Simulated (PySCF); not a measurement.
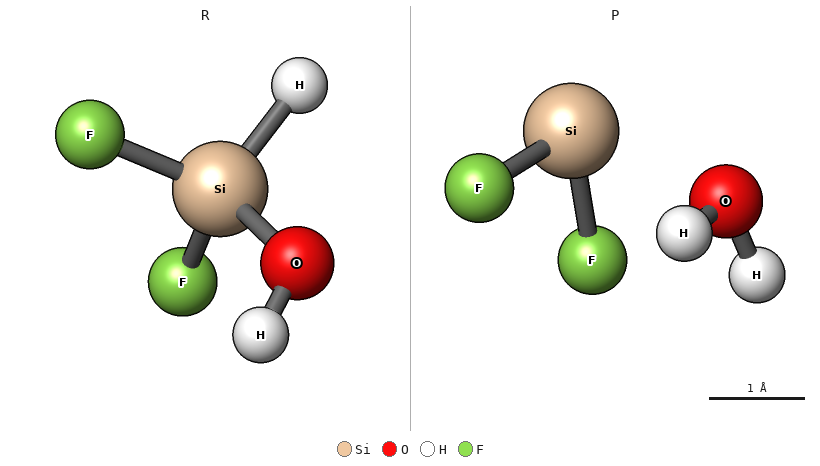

Reactant (R) and product (P) of one elementary step of SiH₂OF₂. Style: ball-and-stick. Shown at a tilt.

Stationary points at PBE0-D4/def2-TZVP, single-point energies with CCSD(T)/CBS, BHLYP-D4, wB97M-V, r2SCAN-D4 (def2-TZVPP where no basis is named; PySCF 2.14.0). The energies are electronic, without zero-point or thermal terms, and both ends are the minima reached downhill from the saddle, with any fragments still in contact. CCSD(T)/CBS stands for a frozen-core estimate: MP2 correlation extrapolated from def2-TZVPP and def2-QZVPP, CCSD(T) minus MP2 from the smaller set.

Q: What is the transition state like, and how high is the barrier?

A: Counted by bonded pieces, R holds SiH₂OF₂ and P holds H₂O + SiF₂. From R over the saddle to P, a bond forms: H–O (2.50 → 1.27 → 0.97 Å). Bonds break: O–Si (1.61 → 1.82 → 2.17 Å), H–Si (1.46 → 1.63 → 2.59 Å). The saddle has one imaginary mode, 1493i cm⁻¹. With CCSD(T)/CBS the barrier is 84.6 kcal/mol from R and 31.0 kcal/mol from P, and P lies 53.6 kcal/mol above R.

```csv
level,barrier from R (kcal/mol),barrier from P (kcal/mol),P less R (kcal/mol)
CCSD(T)/CBS,84.6,31.0,53.6
BHLYP-D4,90.9,35.0,55.8
wB97M-V,82.2,33.2,49.0
r2SCAN-D4,79.7,24.8,54.9
```

Against CCSD(T)/CBS, wB97M-V comes closest on the barrier from R (−2.4 kcal/mol) and BHLYP-D4 misses most (+6.3 kcal/mol).

The saddle point in the same view, with dashed sticks for the bonds that form or break:

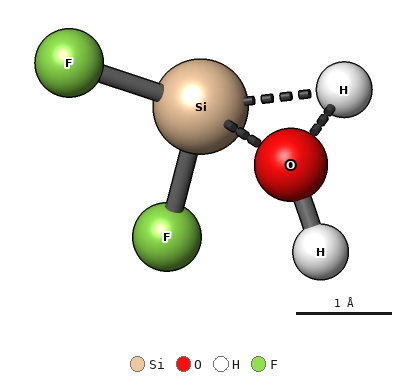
